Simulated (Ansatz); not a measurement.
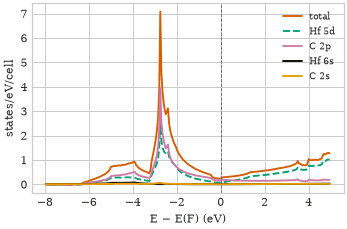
Fig. 1. Total and projected density of states of HfC (rock salt, Fm-3m), LDA in the plane-wave PAW code Ansatz

Question: Which orbitals carry the states next to the Fermi level?

Answer: Within 0.5 eV of the Fermi level: C 2p 63 %, Hf 5d 33 %. Projections are on Löwdin-orthogonalised atomic valence shells; empty p or d shells of many metals are not among them.

Question: Where is the tallest occupied peak in this window, and what makes it?

Answer: Near -2.8 eV, about 7.1 states/eV per cell; the largest projected share is C 2p.

The cell was relaxed with LDA under the symmetry of its start. The run is not spin-polarised. Spin–orbit coupling is left out wherever it is not named.

Potentials: the earlier of the program's two PAW sets. The files were generated under PBE; for other functionals the program regenerates the frozen cores, and for LDA and PBEsol the local potential too.
